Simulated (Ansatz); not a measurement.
**One shape, several levels: doublet [H2O2]+**

Aim: a comparison of 6 runs (U-revPBE/STO-3G, UBLYP/STO-3G, UCAM-B3LYP/STO-3G, UHSE06/STO-3G, UPBE/STO-3G, UCCSDT/STO-3G) of doublet [H2O2]+. 

Program for the calculation: Ansatz 0.2.0.

36 further runs of the same task are left out: 9 that didn't finish, 27 set aside as unsound or not needed.

### Step 1. The structure to begin with

The species is [H2O2]+ (4 atoms), meant as a doublet with charge +1. SMILES of the parent species: `OO`. Geometry: relaxed at PBE0-D4/def2-TZVP. That shape belongs to the parent species and isn't relaxed for this state.

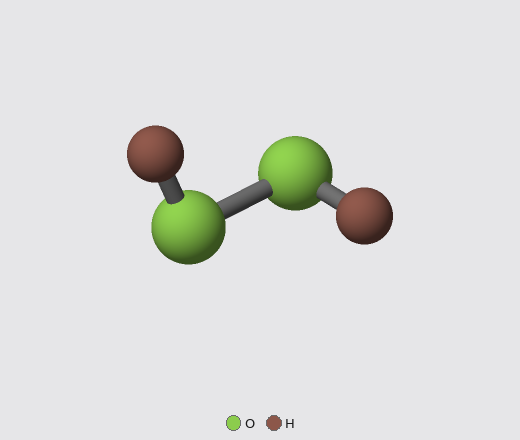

The structure, seen from a chosen angle (oxygen green, hydrogen brown).

### Step 2. A single-point energy at U-revPBE/STO-3G (run 1)

The input, run.yaml:

```yaml
crystal:
  periodic: [false, false, false]
  atoms:
    - {symbol: O, position_ang: [-0.486800, -0.581100, 0.030600]}
    - {symbol: O, position_ang: [0.048300, 0.728400, 0.206900]}
    - {symbol: H, position_ang: [0.186400, -1.117000, 0.467400]}
    - {symbol: H, position_ang: [0.252100, 0.969800, -0.704900]}
basis:
  gaussian: {orbitals: STO-3G}
hamiltonian: {xc: {name: revPBE}}
magnetization: {spin_polarized: true, initial_magnetization: 1}
total_charge: 1
accuracy: high
```

Started as:

```console
ansatz run run.yaml --threads 1 --pin off --max-ram 2610MiB --events-out events.jsonl --progress --plain --runs-dir runs
```

Output:

```text
Warning: RAYON_NUM_THREADS=1 ignored (pool sized by the plan → 1); use --threads N
Functional definition: revPBE
  name "revPBE"
  parameter kappa = 1.245
  parameter beta = 0.06672455060314922
  exchange = pbe_x(kappa = kappa, mu = beta*pi^2/3)
  correlation = pbe_c(beta = beta)
188 factors; integrals over basis functions are off by at most 3.5e-8 eV
mean field evaluation 1: about -4057.2561 eV, gradient 8.4e0 eV
mean field evaluation 2: about -4057.6287 eV, gradient 5.5e0 eV
mean field evaluation 4: about -4057.8294 eV, gradient 1.8e0 eV
mean field evaluation 8: about -4057.8098 eV, gradient 8.7e-4 eV
mean field evaluation 16: about -4057.8098 eV, gradient 6.9e-8 eV
mean field -4057.80975323 eV, -149.1217579489 hartree, gradient 6.9e-8 eV, S^2 0.750284; 0 other end points of the search recorded, 0 dependent functions left out
reference -4057.80975503 eV, -149.1217580151 hartree; 9, 8 occupied and 3, 4 virtual orbitals, 188 factors
Total energy: -4057.80975503 eV, -149.1217580151 hartree
```

Wall time 0.74 s (1 thread of Arm Neoverse V2, shared host); peak memory 0.1 GiB.

### Step 3. A single-point energy at UBLYP/STO-3G (run 2)

The input, job.yaml:

```yaml
crystal:
  periodic: [false, false, false]
  atoms:
    - {symbol: O, position_ang: [-0.486800, -0.581100, 0.030600]}
    - {symbol: O, position_ang: [0.048300, 0.728400, 0.206900]}
    - {symbol: H, position_ang: [0.186400, -1.117000, 0.467400]}
    - {symbol: H, position_ang: [0.252100, 0.969800, -0.704900]}
basis:
  gaussian:
    orbitals: STO-3G
hamiltonian:
  xc: {name: BLYP}
accuracy: high
magnetization:
  spin_polarized: true
  initial_magnetization: 1
total_charge: 1
```

Started as:

```console
ansatz run job.yaml --threads 1 --pin off --max-ram 2610MiB --events-out events.jsonl --progress --plain --runs-dir runs
```

Output:

```text
Warning: RAYON_NUM_THREADS=1 ignored (pool sized by the plan → 1); use --threads N
Functional definition: BLYP
  name "BLYP"
  parameter beta = 0.0042
  parameter a = 0.04918
  parameter b = 0.132
  parameter c = 0.2533
  parameter d = 0.349
  exchange = b88_x(beta = beta)
  correlation = lyp_c(a = a, b = b, c = c, d = d)
188 factors; integrals over basis functions are off by at most 3.5e-8 eV
mean field evaluation 1: about -4056.7020 eV, gradient 8.4e0 eV
mean field evaluation 2: about -4057.0804 eV, gradient 5.4e0 eV
mean field evaluation 4: about -4057.2832 eV, gradient 1.7e0 eV
mean field evaluation 8: about -4057.2601 eV, gradient 9.2e-4 eV
mean field evaluation 16: about -4057.2601 eV, gradient 5.8e-8 eV
mean field -4057.26011523 eV, -149.1015591250 hartree, gradient 5.8e-8 eV, S^2 0.750284; 0 other end points of the search recorded, 0 dependent functions left out
reference -4057.26014346 eV, -149.1015601626 hartree; 9, 8 occupied and 3, 4 virtual orbitals, 188 factors
Total energy: -4057.26014346 eV, -149.1015601626 hartree
```

It took 0.72 s on 1 thread of Arm Neoverse V2, shared host; peak memory 0.1 GiB.

Runs 3 to 5 aren't shown in full; the table further down has their settings and results.

### Step 4. The energy at UCCSDT/STO-3G (run 6)

The input, molecule.yaml:

```yaml
crystal:
  periodic: [false, false, false]
  atoms:
    - {symbol: O, position_ang: [-0.486800, -0.581100, 0.030600]}
    - {symbol: O, position_ang: [0.048300, 0.728400, 0.206900]}
    - {symbol: H, position_ang: [0.186400, -1.117000, 0.467400]}
    - {symbol: H, position_ang: [0.252100, 0.969800, -0.704900]}
basis:
  gaussian:
    orbitals: STO-3G
total_charge: 1
magnetization:
  spin_polarized: true
  initial_magnetization: 1
correlation:
  method: ccsdt
  frozen_orbitals: {H: 0, O: 1}
accuracy: high
scf:
  omitted_lower_state_checks: [cluster_reference, increment]
```

Started as:

```console
ansatz run molecule.yaml --threads 1 --pin off --max-ram 2610MiB --events-out events.jsonl --progress --plain --runs-dir runs
```

Output:

```text
Warning: RAYON_NUM_THREADS=1 ignored (pool sized by the plan → 1); use --threads N
[... 13 lines left out ...]
2 core orbitals not correlated: weight in the atoms' cores, before any rotation towards them, 1.000 or more for the frozen orbitals, at most 0.000 for the correlated occupied ones
[... 46 lines left out ...]
Total energy: -4043.32427391 eV, -148.5894264027 hartree
Checks for a lower state left out: cluster_reference, increment
```

Wall time 0.36 s (1 thread of Arm Neoverse V2, shared host).

### Step 5. Overview of the runs

```
run              level  frozen core orbitals  energy (Eh)   ⟨S²⟩  wall time
  1    U-revPBE/STO-3G                     –  -149.121758  0.750     0.74 s
  2       UBLYP/STO-3G                     –  -149.101560  0.750     0.72 s
  3  UCAM-B3LYP/STO-3G                     –  -149.067519  0.750      1.2 s
  4      UHSE06/STO-3G                     –  -148.995520  0.750      1.2 s
  5        UPBE/STO-3G                     –  -148.995405  0.750     0.74 s
  6      UCCSDT/STO-3G                     2  -148.589426  0.779     0.36 s
```

### Step 6. Outcome

| quantity | value |
| --- | --- |
| run 6: total energy | -148.58943 Eh |
| run 6: correlation energy (2 core orbitals frozen) | -122.4 mEh |
| run 6: ⟨S²⟩ of the reference determinant | 0.779 |
| run 6: T1 diagnostic | 0.134 |

**Reading.** Totals of different functionals can't be ranked against each other. In runs 1, 2, 3, 4, 5, 6 the basis is minimal, so the values are rough. All runs together took 4.9 s, the longest 1.2 s.
